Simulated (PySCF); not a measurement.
# C6H12O2: excited states, first hyperpolarisability

What do calculations give for the excited states, first hyperpolarisability of C6H12O2 (`CCC(C)(C)OC=O`)?

Programs: PySCF 2.14.0, with routines of our own; each step states its level. All values are computed. Atoms count from 0.

### 1 The starting structure

20 atoms, charge 0, multiplicity 1; geometry from: GFN2-xTB.

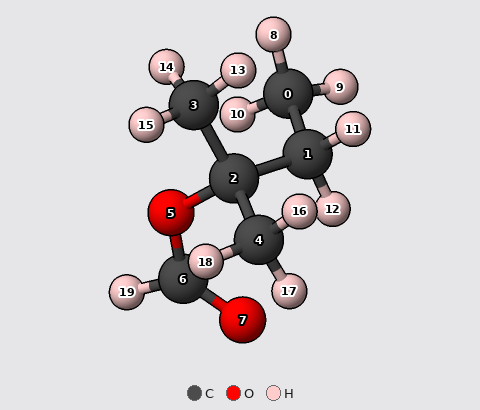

The starting geometry (carbon dark grey, oxygen red, hydrogen pink).

### 2 Geometry optimisation at PBE0-D3(BJ)/def2-SVP

What the job is given:

```
{"job": {"xc": "PBE0", "basis": "def2-SVP", "d3": "d3bj", "grid": 2, "kind": "geom"}, "charge": 0, "multiplicity": 1}
C     -1.939610     0.663032     0.592359
C     -0.652986    -0.067885     0.961184
C      0.285379    -0.318156    -0.230284
C     -0.399964    -1.115532    -1.339360
C      1.551124    -1.037961     0.237378
O      0.642298     0.942881    -0.865547
C      1.290711     1.878279    -0.213710
O      1.679761     1.880502     0.918225
H     -2.593963     0.034822    -0.006469
H     -2.473225     0.944459     1.496882
H     -1.718422     1.568486     0.031331
H     -0.893022    -1.034897     1.406291
H     -0.110071     0.516563     1.705341
H     -0.822941    -2.029414    -0.932816
H     -1.189642    -0.523685    -1.792019
H      0.319778    -1.370208    -2.112779
H      1.296625    -2.035964     0.583531
H      2.024367    -0.493159     1.049748
H      2.258450    -1.120886    -0.585498
H      1.440204     2.729403    -0.906825
```

On the command line:

```console
> OMP_NUM_THREADS=1 python excited_run.py task.json out
```

This one command runs all jobs of the session in turn.

The log of the run:

```text
step   0  E = -385.61167689  max force = 0.012858
step   1  E = -385.61352339  max force = 0.005186
step   2  E = -385.61321766  max force = 0.008168
step   3  E = -385.61348539  max force = 0.003655
step   4  E = -385.61356392  max force = 0.001734
step   5  E = -385.61359483  max force = 0.000321
step   6  E = -385.61360740  max force = 0.000384
optimisation converged
```

Run time: 1.8 min. Hardware: 1 thread of Arm Neoverse V1, shared host; peak memory 0.8 GiB.

Step by step: (the energy doesn't fall at every step)

```tsv
step	energy from step 0 (eV)	largest force component (eV/Å)
0	0.0000	0.6612
1	-0.0502	0.2667
2	-0.0419	0.4200
3	-0.0492	0.1879
4	-0.0513	0.0892
5	-0.0522	0.0165
6	-0.0525	0.0197
```

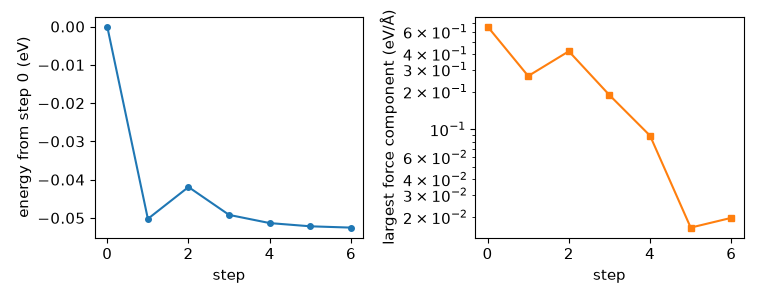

Energy and largest force along the relaxation.

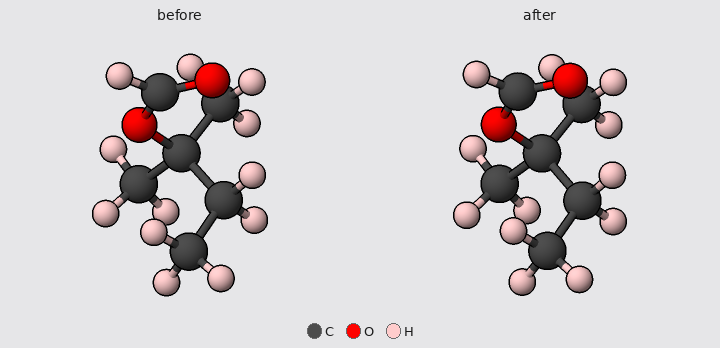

Before and after, at one scale.

Close pairs (by a distance rule), those that changed most:

```tsv
bond	before (Å)	after (Å)	change (Å)
C3–H13	1.086	1.100	+0.014
C0–H8	1.087	1.100	+0.013
C4–H16	1.087	1.100	+0.013
O5–C6	1.312	1.325	+0.013
C0–H10	1.088	1.101	+0.013
C3–H15	1.087	1.100	+0.013
C3–H14	1.086	1.098	+0.013
C0–H9	1.087	1.100	+0.013
```

The next job starts from the end point, and lists it.

```tsv
at the end point	value
point group (found at 0.08 Å tolerance)	C1
rotational constants (GHz, main isotopes)	2.463, 1.825, 1.460
dipole moment (D)	2.01
```

### 3 Excited states: TDA wB97X-D/def2-TZVP

What the job is given:

```
{"job": {"kind": "states", "xc": "wB97X-D", "basis": "def2-TZVP", "tda": true, "soc": true, "nstates": 6, "ntriplets": 5, "nquad": 4}, "charge": 0, "multiplicity": 1}
C     -1.933054     0.447199     0.617446
C     -0.668626    -0.312179     0.985493
C      0.285236    -0.603652    -0.179661
C     -0.387221    -1.403954    -1.283897
C      1.539306    -1.318257     0.307784
O      0.654526     0.639060    -0.850508
C      1.301850     1.609544    -0.222968
O      1.665528     1.627822     0.919904
H     -2.602159    -0.140258    -0.029056
H     -2.499973     0.713107     1.521605
H     -1.697717     1.383165     0.088117
H     -0.927738    -1.285557     1.434744
H     -0.107761     0.243937     1.750254
H     -0.783039    -2.347517    -0.881059
H     -1.214696    -0.837725    -1.732495
H      0.334764    -1.638170    -2.079439
H      1.271966    -2.322074     0.669395
H      2.022118    -0.765122     1.123085
H      2.257127    -1.433207    -0.518146
H      1.467381     2.443186    -0.940628
```

Level: TDA wB97X-D/def2-TZVP excited states, vertical, gas phase, spin-orbit mean-field couplings.

The log of the run:

```text
coarse grid: 16128 points
cycle   1  E = -386.1818445105  dE =  1.195e+00  |g| = 9.711e-01  |ddm| = 3.207e+00
cycle   2  E = -386.0721754676  dE =  1.097e-01  |g| = 1.312e+00  |ddm| = 1.340e+00
cycle   3  E = -386.3569755543  dE = -2.848e-01  |g| = 1.573e-01  |ddm| = 8.030e-01
cycle   4  E = -386.3604929082  dE = -3.517e-03  |g| = 7.590e-02  |ddm| = 1.145e-01
cycle   5  E = -386.3614229912  dE = -9.301e-04  |g| = 1.475e-02  |ddm| = 4.865e-02
cycle   6  E = -386.3614666620  dE = -4.367e-05  |g| = 3.894e-03  |ddm| = 1.341e-02
cycle   7  E = -386.3614707761  dE = -4.114e-06  |g| = 8.197e-04  |ddm| = 5.303e-03
final grid: 154128 points
cycle   8  E = -386.3458998173  dE = -2.670e-04  |g| = 5.969e-03  |ddm| = 9.771e-02
cycle   9  E = -386.3459045983  dE = -4.781e-06  |g| = 4.352e-03  |ddm| = 1.350e-02
cycle  10  E = -386.3459081758  dE = -3.578e-06  |g| = 1.372e-03  |ddm| = 3.083e-03
cycle  11  E = -386.3459084221  dE = -2.463e-07  |g| = 7.499e-04  |ddm| = 1.523e-03
cycle  12  E = -386.3459085294  dE = -1.073e-07  |g| = 1.133e-04  |ddm| = 6.600e-04
cycle  13  E = -386.3459085320  dE = -2.642e-09  |g| = 4.706e-05  |ddm| = 1.684e-04
cycle  14  E = -386.3459085326  dE = -5.224e-10  |g| = 1.333e-05  |ddm| = 6.686e-05
converged SCF energy = -386.3459085326

Singlet excitations
state   eV       nm        f     d(h-e)  d(exc)  Lambda  PR(NTO)  |dmu|/D   mu/D   main configurations
  1   5.8281   212.7   0.00159   0.575   1.973   0.475   1.002    1.002    1.734   H->L 0.94
  2   8.2435   150.4   0.08659   1.110   2.674   0.533   1.218    3.460    5.305   H-1->L 0.78
  3   8.3260   148.9   0.01496   1.139   2.519   0.402   1.050    3.686    5.615   H-2->L 0.58, H-6->L 0.10, H-1->L 0.08
  4   9.0705   136.7   0.06217   1.430   3.749   0.308   1.257    4.882    3.505   H->L+1 0.69
  5   9.2953   133.4   0.00894   2.264   3.368   0.352   1.027                     H-3->L 0.54, H-2->L 0.23
  6   9.3090   133.2   0.01048   1.001   3.403   0.336   1.805                     H-1->L+1 0.62, H->L+3 0.15

Triplet excitations (Tamm-Dancoff)
state   eV     d(h-e)  d(exc)  Lambda  PR(NTO)   main configurations
  1   5.3152   0.573   1.937   0.473   1.003   H->L 0.93
  2   6.0751   0.459   1.990   0.537   1.008   H-1->L 0.71, H-4->L 0.15
  3   7.9129   0.988   2.383   0.391   1.007   H-2->L 0.52, H-6->L 0.15, H-3->L 0.09
  4   8.5063   1.178   2.550   0.494   1.031   H-1->L 0.20, H-9->L 0.18, H-4->L 0.18
  5   8.8642   1.614   3.648   0.292   1.116   H->L+1 0.74
S1 - T1 = 0.5128 eV

Spin-orbit couplings |<S|Hso|T>| (cm-1)
             T1       T2       T3       T4       T5
S0       61.266    0.538   57.020    4.284    2.759
S1        0.658   36.586   40.846   30.292    4.982
S2       28.011    5.814   19.851   12.785    2.016
S3       36.143   14.105    9.908   29.202    1.081
S4        2.864    0.290    4.096    0.796    1.548
S5       13.792   12.518    3.298    2.628    1.785
S6        1.111    3.381    2.080    3.227   14.216
T1 sublevels (cm-1): 0.000 0.002 0.289   radiative rates (1/s): 44.1 7.35 634
```

Wall time 1.7 min (1 thread of Arm Neoverse V1, shared host); peak memory 1.3 GiB.

In short:

```tsv
quantity	value
S1 less T1	0.51 eV
```

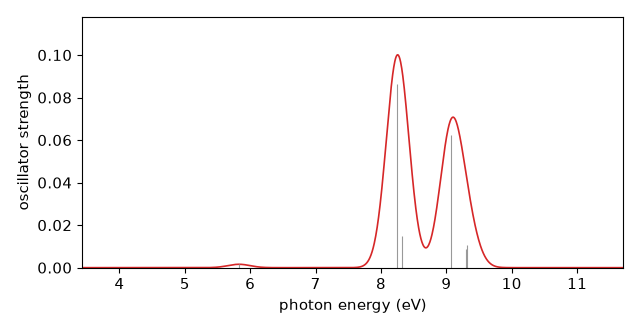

Absorption lines of the singlets. Lines are broadened to a width of 0.40 eV (Gaussian).

### 4 Excited states: TDDFT CAM-B3LYP/aug-cc-pVDZ

Settings changed since step 3:

```diff
@@ -1,2 +1,2 @@
-{"job": {"kind": "states", "xc": "wB97X-D", "basis": "def2-TZVP", "tda": true, "soc": true, "nstates": 6, "ntriplets": 5, "nquad": 4}, "charge": 0, "multiplicity": 1}
+{"job": {"kind": "states", "xc": "CAM-B3LYP", "basis": "aug-cc-pVDZ", "tpa": true, "nstates": 8, "nquad": 6, "ntriplets": 0}, "charge": 0, "multiplicity": 1}
 C     -1.933054     0.447199     0.617446
```

Method: TDDFT CAM-B3LYP/aug-cc-pVDZ excited states, vertical, gas phase, two-photon moments by quadratic response.

The log of the run:

```text
coarse grid: 16128 points
cycle   1  E = -385.9826182365  dE =  1.184e+00  |g| = 9.257e-01  |ddm| = 1.634e+01
cycle   2  E = -385.8222078679  dE =  1.604e-01  |g| = 1.355e+00  |ddm| = 3.866e+00
cycle   3  E = -386.1501006778  dE = -3.279e-01  |g| = 1.796e-01  |ddm| = 2.215e+00
cycle   4  E = -386.1553050562  dE = -5.204e-03  |g| = 7.551e-02  |ddm| = 5.233e-01
cycle   5  E = -386.1562750003  dE = -9.699e-04  |g| = 1.744e-02  |ddm| = 1.408e-01
cycle   6  E = -386.1563386708  dE = -6.367e-05  |g| = 3.678e-03  |ddm| = 6.060e-02
cycle   7  E = -386.1563421896  dE = -3.519e-06  |g| = 7.247e-04  |ddm| = 1.676e-02
final grid: 154128 points
cycle   8  E = -386.1785278266  dE = -3.312e-05  |g| = 4.036e-03  |ddm| = 3.308e-01
cycle   9  E = -386.1785286582  dE = -8.316e-07  |g| = 3.761e-03  |ddm| = 4.256e-02
cycle  10  E = -386.1785320719  dE = -3.414e-06  |g| = 5.499e-04  |ddm| = 1.101e-02
cycle  11  E = -386.1785321144  dE = -4.254e-08  |g| = 3.128e-04  |ddm| = 1.684e-03
cycle  12  E = -386.1785321316  dE = -1.718e-08  |g| = 8.463e-05  |ddm| = 8.832e-04
cycle  13  E = -386.1785321330  dE = -1.441e-09  |g| = 2.339e-05  |ddm| = 2.228e-04
cycle  14  E = -386.1785321331  dE = -1.108e-10  |g| = 6.990e-06  |ddm| = 9.392e-05
converged SCF energy = -386.1785321331

Singlet excitations
state   eV       nm        f     d(h-e)  d(exc)  Lambda  PR(NTO)  |dmu|/D   mu/D   delta(TPA)   sigma/GM   main configurations
  1   5.7287   216.4   0.00159   0.592   2.039   0.340   1.003    1.080    1.879        0.33      0.004   H->L+4 0.60, H->L+8 0.21
  2   7.4301   166.9   0.01821   1.228   4.088   0.181   1.075    6.013    7.319      107.79      2.180   H->L 0.39, H->L+1 0.20, H->L+3 0.16
  3   7.8498   157.9   0.01419   0.938   4.461   0.233   1.632    3.071    2.802       44.41      1.003   H->L+1 0.33, H->L 0.21, H-1->L+4 0.16
  4   7.9481   156.0   0.13463   0.298   3.492   0.340   1.923    1.357    3.515       18.37      0.425   H-1->L+4 0.47, H-1->L+8 0.11, H->L 0.10
  5   8.0535   154.0   0.00271   0.922   4.746   0.183   1.790    2.345    1.079       14.97      0.356   H->L+2 0.30, H-1->L 0.25, H->L+1 0.18
  6   8.1035   153.0   0.01180   0.822   4.658   0.188   1.981    2.349    0.549       50.55      1.216   H-1->L 0.50, H->L+2 0.24
  7   8.1642   151.9   0.00537   1.467   4.899   0.184   1.291                                            H->L+3 0.37, H->L 0.17, H->L+9 0.14
  8   8.2128   151.0   0.00141   1.214   2.707   0.317   1.054                                            H-2->L+4 0.43, H-2->L+8 0.11, H-6->L+4 0.08
```

It took 2.1 min on 1 thread of Arm Neoverse V1, shared host; peak memory 1.3 GiB.

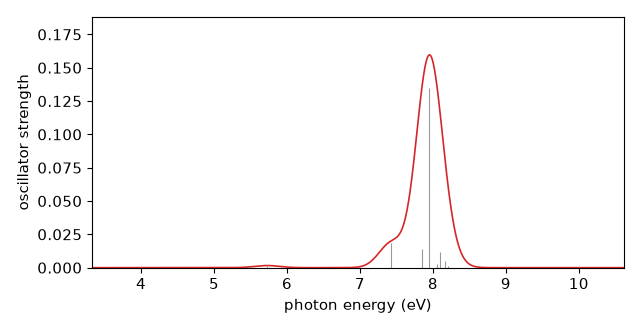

Absorption lines of the singlets. Lines are broadened to a width of 0.40 eV (Gaussian).

### 5 First hyperpolarisability: quadratic response CAM-B3LYP/aug-cc-pVDZ

Settings changed since step 4:

```diff
@@ -1,2 +1,2 @@
-{"job": {"kind": "states", "xc": "CAM-B3LYP", "basis": "aug-cc-pVDZ", "tpa": true, "nstates": 8, "nquad": 6, "ntriplets": 0}, "charge": 0, "multiplicity": 1}
+{"job": {"kind": "beta", "xc": "CAM-B3LYP", "basis": "aug-cc-pVDZ"}, "charge": 0, "multiplicity": 1}
 C     -1.933054     0.447199     0.617446
```

Method: quadratic response CAM-B3LYP/aug-cc-pVDZ first hyperpolarisability, Taylor convention, gas phase.

The log of the run:

```text
coarse grid: 16128 points
cycle   1  E = -385.9826182365  dE =  1.184e+00  |g| = 9.257e-01  |ddm| = 1.634e+01
cycle   2  E = -385.8222078679  dE =  1.604e-01  |g| = 1.355e+00  |ddm| = 3.866e+00
cycle   3  E = -386.1501006778  dE = -3.279e-01  |g| = 1.796e-01  |ddm| = 2.215e+00
cycle   4  E = -386.1553050562  dE = -5.204e-03  |g| = 7.551e-02  |ddm| = 5.233e-01
cycle   5  E = -386.1562750003  dE = -9.699e-04  |g| = 1.744e-02  |ddm| = 1.408e-01
cycle   6  E = -386.1563386708  dE = -6.367e-05  |g| = 3.678e-03  |ddm| = 6.060e-02
cycle   7  E = -386.1563421896  dE = -3.519e-06  |g| = 7.247e-04  |ddm| = 1.676e-02
final grid: 154128 points
cycle   8  E = -386.1785278266  dE = -3.312e-05  |g| = 4.036e-03  |ddm| = 3.308e-01
cycle   9  E = -386.1785286582  dE = -8.316e-07  |g| = 3.761e-03  |ddm| = 4.256e-02
cycle  10  E = -386.1785320719  dE = -3.414e-06  |g| = 5.499e-04  |ddm| = 1.101e-02
cycle  11  E = -386.1785321144  dE = -4.254e-08  |g| = 3.128e-04  |ddm| = 1.684e-03
cycle  12  E = -386.1785321316  dE = -1.718e-08  |g| = 8.463e-05  |ddm| = 8.832e-04
cycle  13  E = -386.1785321330  dE = -1.441e-09  |g| = 2.339e-05  |ddm| = 2.228e-04
cycle  14  E = -386.1785321331  dE = -1.108e-10  |g| = 6.990e-06  |ddm| = 9.392e-05
converged SCF energy = -386.1785321331

Lowest singlets (eV, f): 5.7287 0.0016  7.4301 0.0182  7.8498 0.0142

First hyperpolarisability (au)
process     nm      |vector|   parallel      HRS      DR
static         -       76.07     -36.22      31.37   5.069
shg       1907.0       78.71     -37.09      32.43   5.079
eope      1907.0       76.94     -36.51          -       -
shg       1064.0       85.13     -39.13       35.0   5.103
eope      1064.0       78.90     -37.15          -       -
```

Run time: 97 s. Hardware: 1 thread of Arm Neoverse V1, shared host; peak memory 1.2 GiB.

### 6 Outcome

| quantity | value |
| --- | --- |
| point group | C1 |
| rotational constants (main isotopes) | 2.46, 1.83, 1.46 GHz |
| S1 less T1 (step 3, TDA wB97X-D/def2-TZVP) | 0.51 eV |
| β vector (step 5, quadratic response CAM-B3LYP/aug-cc-pVDZ) | static 76, SHG 1907.0 nm 79, SHG 1064.0 nm 85 au |

In words: Over 6 steps the energy fell by 0.053 eV; of the close pairs, C3–H13 changed most, 1.086 to 1.100 Å. No frequency check was run at this level, so the end point may be a saddle. In step 3, the number of triplets below S1 is 1, and the largest singlet-triplet spin-orbit coupling is S0–T1, 61.27 cm⁻¹. β grows from 76 au (static) to 85 au for doubling at 1064.0 nm: normal dispersion, which grows as twice the photon energy moves toward the bright states.
